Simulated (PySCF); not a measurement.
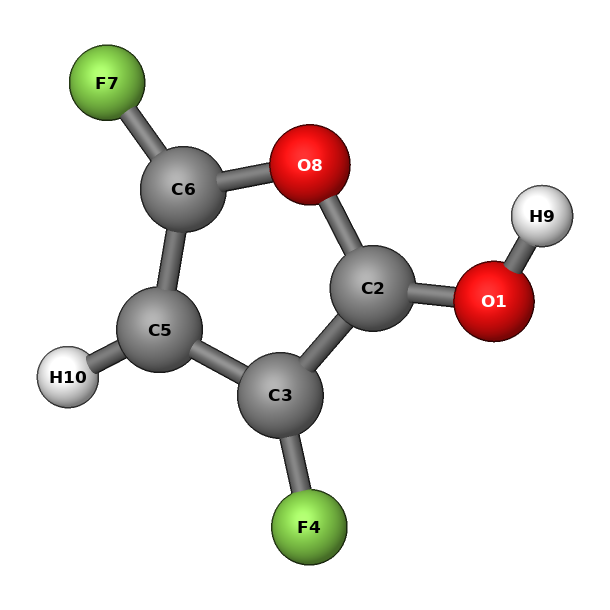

The questions are on Mulliken spin populations. The species has charge +1 and is a spin doublet. Computed geometry: GFN2-xTB optimisation. No frequency run is at hand to confirm it as a minimum. Level of theory: UKS B3LYP, pcH-1 on C F H O, non-relativistic (PySCF 2.14.0).

List the Mulliken spin populations.

| atom | value (e) |
| --- | --- |
| O1 | 0.15 |
| C2 | 0.31 |
| C3 | 0.22 |
| F4 | 0.04 |
| C5 | −0.06 |
| C6 | 0.34 |
| F7 | 0.05 |
| O8 | −0.05 |
| H9 | 0.00 |
| H10 | 0.00 |

Mulliken values depend strongly on the basis set.
